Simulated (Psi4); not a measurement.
**UPBE/cc-pVTZ-DK (sfX2C, density fitting with def2-universal-jkfit, sweep point 2) run of C2HF2Ge (SMILES C#[C][Ge]([F])[F])**

What is the energy change on altering one bond length of C2HF2Ge at UPBE/cc-pVTZ-DK (sfX2C, density fitting with def2-universal-jkfit, sweep point 2)? 

The calculation is run with Psi4 1.11.

## (1) Starting point

C2HF2Ge: 6 atoms, total charge 0, spin state doublet. As SMILES, `C#[C][Ge]([F])[F]`. Geometry: relaxed at PBE0-D4/def2-TZVP.

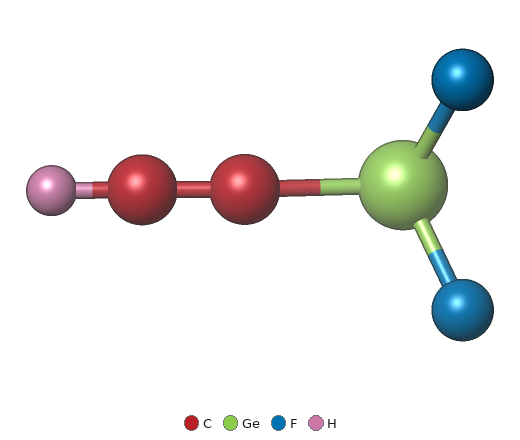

Viewed from a chosen angle; carbon red, germanium green, fluorine blue, hydrogen pink.

## (2) A single-point energy at UPBE/cc-pVTZ-DK (sfX2C, density fitting with def2-universal-jkfit, sweep point 2)

Input file c2hf2ge.inp:

```
memory 1600 mb

molecule molecule1 {
  0 2
  C     -0.190100     0.518400     1.692900
  C     -0.131400     0.204200     0.530300
  Ge    -0.289600    -0.139700    -1.323100
  F     -0.276600    -1.850600    -1.565100
  F      1.142900     0.424100    -2.108200
  H     -0.213200     0.779700     2.727000
  symmetry c1
}

set {
  reference            uks
  puream               true
  scf_type             df
  dft_radial_points    99
  dft_spherical_points 590
  maxiter              100
  df_basis_scf         def2-universal-jkfit
  relativistic         x2c
}

energy('pbe/cc-pVTZ-DK')
```

Run with:

```console
$ psi4 -i c2hf2ge.inp -o c2hf2ge.out -n 1
```

c2hf2ge.out:

```text
[...]
  Running in c1 symmetry.
[...]
  Nuclear repulsion =  338.439495053189944
[...]
  Multiplicity = 2
[...]
  Nalpha       = 32
  Nbeta        = 31
[...]
    Number of basis functions: 177
[...]
    WARNING: The X2C and Dirac Hamiltonians have substatially different eigenvalues!
             This is probably caused by the recontraction of the basis set.
[...]
   @DF-UKS iter   1: -2373.59894447300076   -2.16642e+00   1.31134e-02 DIIS/ADIIS
[...]
   @DF-UKS iter  10: -2375.02129692932704   -6.03673e-07   8.47065e-07 DIIS
[...]
   @S^2 Observed:                7.514136993E-01
[...]
    Orbital Energies [Eh]
    ---------------------
    Alpha Occupied:
       1A   -402.494540     2A    -50.465761     3A    -44.120392
       4A    -44.119335     5A    -44.119035     6A    -24.274048
       7A    -24.274024     8A     -9.929321     9A     -9.922587
      10A     -6.237787    11A     -4.298125    12A     -4.296752
      13A     -4.294982    14A     -1.155311    15A     -1.144617
      16A     -1.130277    17A     -1.128650    18A     -1.128257
      19A     -1.068447    20A     -1.042348    21A     -0.710570
      22A     -0.559918    23A     -0.503460    24A     -0.422777
      25A     -0.419264    26A     -0.383043    27A     -0.357427
      28A     -0.356090    29A     -0.348282    30A     -0.295851
      31A     -0.291132    32A     -0.231824
[...]
  @DF-UKS Final Energy: -2375.02129692932704
   => Energetics <=
    Nuclear Repulsion Energy =            338.4394950531899440
    One-Electron Energy =               -3977.5371209361701403
    Two-Electron Energy =                1375.8702613995446882
    DFT Exchange-Correlation Energy =    -111.7939324458918122
    Empirical Dispersion Energy =           0.0000000000000000
    VV10 Nonlocal Energy =                  0.0000000000000000
    Total Energy =                      -2375.0212969293270362
  UHF NO Occupations:
  HONO-2 :   30  A 1.9999076
  HONO-1 :   31  A 1.9996078
[...]
 Multipole Moments:
 ------------------------------------------------------------------------------------
     Multipole            Electronic (a.u.)      Nuclear  (a.u.)        Total (a.u.)
 ------------------------------------------------------------------------------------
 L = 1.  Multiply by 2.5417464519 to convert [e a0] to [Debye]
 Dipole X            :         -1.5864810            1.0174442           -0.5690369
 Dipole Y            :         -0.7372102            1.2773611            0.5401509
 Dipole Z            :         -7.2315813            8.0078096            0.7762283
 Magnitude           :                                                    1.1036740
[...]
```

It took 48 s on 1 thread of Intel Xeon at 2.60GHz (Ice Lake), shared host; peak memory 1.4 GiB.

## (3) The distorted shape at the same level

Input file calc.in:

```
memory 1600 MB

molecule {
  0 2
  C     -1.336126     0.067350     2.320994
  C     -1.277426    -0.246850     1.158394
  Ge    -1.435626    -0.590750    -0.695006
  F     -1.422626    -2.301650    -0.937006
  F      1.142900     0.424100    -2.108200
  H     -1.359226     0.328650     3.355094
  symmetry c1
}

set {
  basis cc-pVTZ-DK
  reference uks
  puream true
  scf_type df
  dft_radial_points 99
  dft_spherical_points 590
  maxiter 100
  df_basis_scf def2-universal-jkfit
  relativistic x2c
}

E = energy("pbe")
```

Run with:

```console
$ psi4 -i calc.in -o calc.out -n 1
```

calc.out:

```text
[...]
  Running in c1 symmetry.
[...]
  Nuclear repulsion =  290.083428974245464
[...]
  Multiplicity = 2
[...]
  Nalpha       = 32
  Nbeta        = 31
[...]
    Number of basis functions: 177
[...]
    WARNING: The X2C and Dirac Hamiltonians have substatially different eigenvalues!
             This is probably caused by the recontraction of the basis set.
[...]
   @DF-UKS iter   1: -2373.49335121906506   -2.44659e+00   1.28113e-02 ADIIS/DIIS
[...]
   @DF-UKS iter  30: -2374.91160296647740   -5.27789e-08   3.67514e-07 DIIS
[...]
   @S^2 Observed:                7.581878575E-01
[...]
    Orbital Energies [Eh]
    ---------------------
    Alpha Occupied:
       1A   -402.513636     2A    -50.485621     3A    -44.141475
       4A    -44.138736     5A    -44.138300     6A    -24.295731
       7A    -24.224820     8A     -9.949578     9A     -9.933318
      10A     -6.252313    11A     -4.316571    12A     -4.309249
      13A     -4.306636    14A     -1.164914    15A     -1.145039
      16A     -1.144180    17A     -1.142913    18A     -1.138377
      19A     -1.072323    20A     -0.985344    21A     -0.727846
      22A     -0.569665    23A     -0.514459    24A     -0.430258
      25A     -0.390122    26A     -0.384633    27A     -0.338903
      28A     -0.313806    29A     -0.309756    30A     -0.280774
      31A     -0.277733    32A     -0.271671
[...]
  @DF-UKS Final Energy: -2374.91160296647740
   => Energetics <=
    Nuclear Repulsion Energy =            290.0834289742454644
    One-Electron Energy =               -3880.6487795397824812
    Two-Electron Energy =                1327.3121413504063639
    DFT Exchange-Correlation Energy =    -111.6583937513470914
    Empirical Dispersion Energy =           0.0000000000000000
    VV10 Nonlocal Energy =                  0.0000000000000000
    Total Energy =                      -2374.9116029664774032
  UHF NO Occupations:
  HONO-2 :   30  A 1.9998678
  HONO-1 :   31  A 1.9962704
[...]
 Multipole Moments:
 ------------------------------------------------------------------------------------
     Multipole            Electronic (a.u.)      Nuclear  (a.u.)        Total (a.u.)
 ------------------------------------------------------------------------------------
 L = 1.  Multiply by 2.5417464519 to convert [e a0] to [Debye]
 Dipole X            :         -2.9705036            1.5778653           -1.3926383
 Dipole Y            :         -1.3449590            1.4979302            0.1529712
 Dipole Z            :         -6.1540925            7.7006637            1.5465712
 Magnitude           :                                                    2.0867975
[...]
```

Run time: 1.8 min. Hardware: 1 thread of Intel Xeon at 2.60GHz (Ice Lake), shared host; peak memory 1.3 GiB.

## (4) What came out

At UPBE/cc-pVTZ-DK (sfX2C, density fitting with def2-universal-jkfit, sweep point 2):

```
                                                          quantity           value
                                         first shape: total energy  -2375.02130 Eh
                                        first shape: dipole moment          2.81 D
                   first shape: HOMO energy (highest over α and β)        -6.31 eV
                    first shape: LUMO energy (lowest over α and β)        -5.04 eV
                                                 first shape: ⟨S²⟩           0.751
                                     distorted shape: total energy  -2374.91160 Eh
                                    distorted shape: dipole moment          5.30 D
               distorted shape: HOMO energy (highest over α and β)        -7.09 eV
                distorted shape: LUMO energy (lowest over α and β)        -6.58 eV
                                             distorted shape: ⟨S²⟩           0.758
energy change with the Ge3–F5 bond stretched from 1.728 to 3.111 Å        2.985 eV
```

With the Ge3–F5 bond stretched from 1.728 to 3.111 Å the energy rises by 2.98 eV (69 kcal/mol). The first shape isn't relaxed at this level, so the change isn't measured from a minimum.
